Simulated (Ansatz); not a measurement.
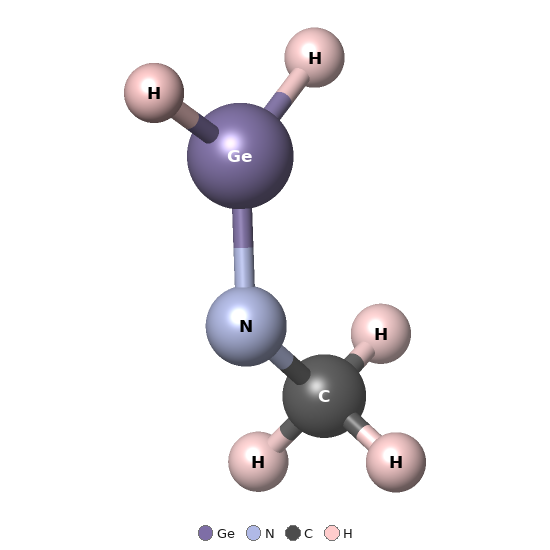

A ball-and-stick model of a molecule.

The computed structure is the end point of a PBE0-D4/def2-TZVP optimisation.

Description:

The molecule is CH5GeN. This geometry has Cs symmetry. Coordination: 1 Ge trigonal planar; 1 N bent; 1 C tetrahedral.

The parts below concern this one geometry. Atoms keep their numbers from picture to picture.

### Geometry

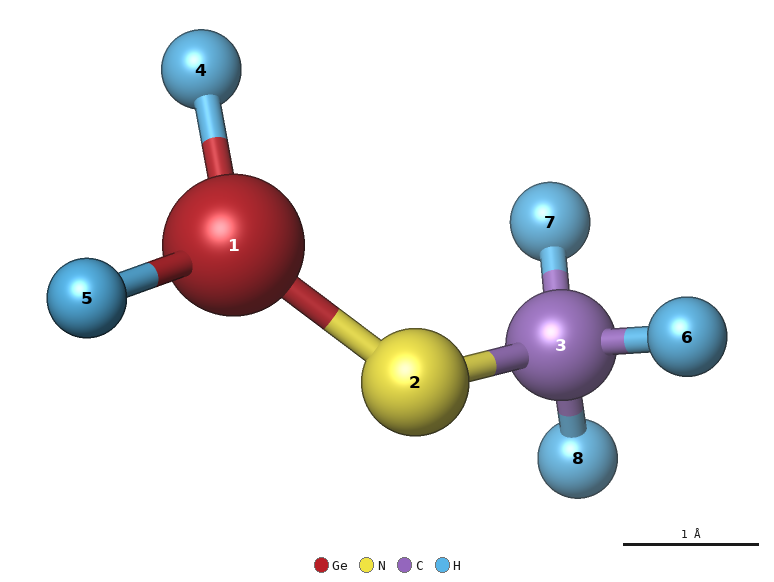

Atoms carry their numbers in the input.

What are the angles N2–Ge1–H4, N2–Ge1–H5, H4–Ge1–H5, Ge1–N2–C3, N2–C3–H7, N2–C3–H6, H6–C3–H8, H6–C3–H7?

| angle | degrees |
| --- | --- |
| N2–Ge1–H4 | 126.1 |
| N2–Ge1–H5 | 117.9 |
| H4–Ge1–H5 | 116.0 |
| Ge1–N2–C3 | 122.5 |
| N2–C3–H7 | 116.5 |
| N2–C3–H6 | 109.3 |
| H6–C3–H8 | 106.0 |
| H6–C3–H7 | 107.6 |

### Dipole moment

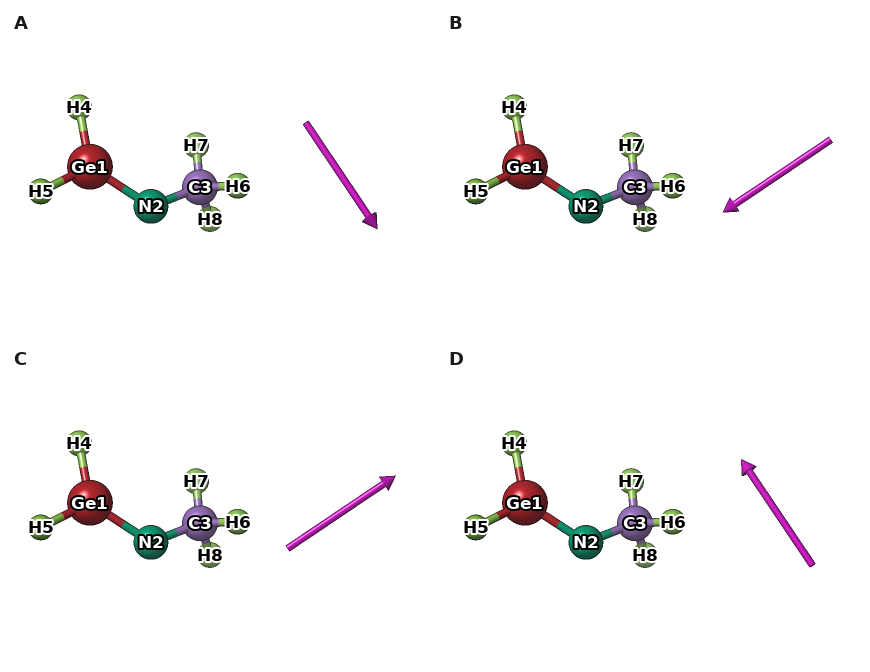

The same molecule four times, each with an arrow. Method: RKS PBE0-D4/def2-TZVP (Ansatz 0.2.0).

**Which arrow points along the dipole moment, from the negative to the positive end?**

D. The dipole moment is 2.07 D; it points from the side of H6, H8 to the side of H4 (the outermost atoms at the two ends).

### Electronic properties

Method: RKS BHLYP-D4/def2-TZVPP (Ansatz 0.2.0).

**What is the dispersion correction?**

−15.5 kJ/mol.

### Thermal motion

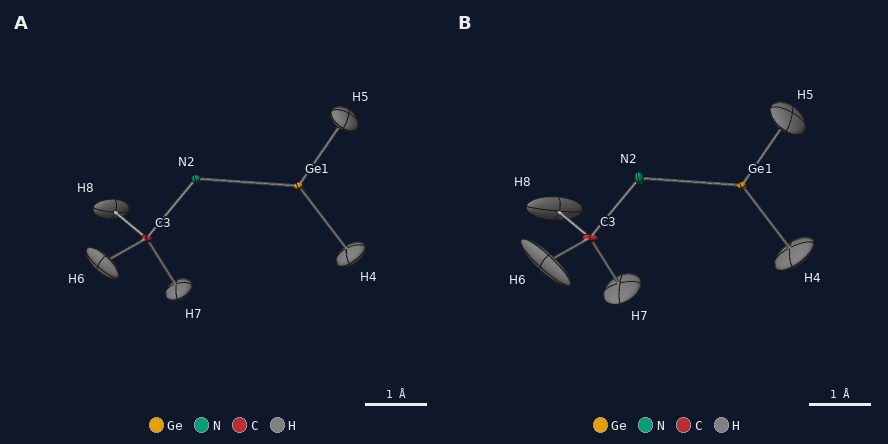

Displacement ellipsoids at the 50 % level, from the internal vibrations of the free molecule (harmonic, no overall translation or rotation; no half-axis is drawn under 0.075 Å). Vibrations computed with RKS PBE0-D4/def2-TZVP (Ansatz 0.2.0). One panel is for 200 K, the other for 600 K.

**Which panel is for 600 K?**

B.

**How much does the mean-square displacement of H6 grow, and why?**

U_eq goes from 0.0263 to 0.0568 Å², a factor of 2.2. Modes below kT (417 cm⁻¹ at 600 K) grow about in proportion to T, and the lowest lies at 186 cm⁻¹; the mean-square amplitude of a mode is its zero-point value times coth(ħω/2kT), which comes close to 1 only above about 3kT.
